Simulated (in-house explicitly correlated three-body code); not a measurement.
Two electrons around a point charge Z = 12.24. Computed variationally in 260 exponentially correlated functions with an in-house code, non-relativistic, converged to about 10⁻⁸ of the energy. The exact exchange and correlation energies are −7428 and −45.86 millihartree. Wanted, and plotted below: the errors of AM05, LDA (VWN5), OLYP, RPBE, SCAN and revTPSS, evaluated on the exact density.

By the size of the summed error (millihartree): SCAN −2.5, revTPSS −8.1, RPBE +20, OLYP +36, AM05 +674, LDA (VWN5) +884. Errors of exchange and correlation cancel by a quarter or more for SCAN (−4.0 and +1.5).

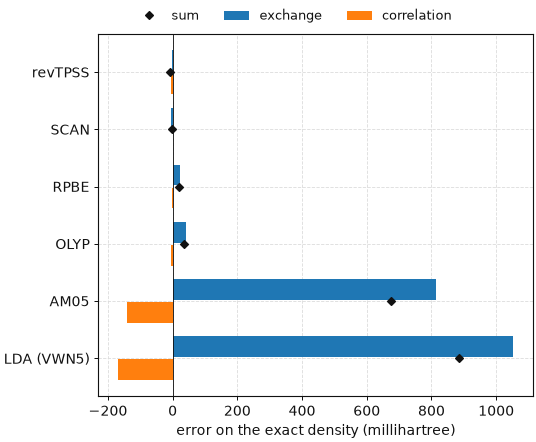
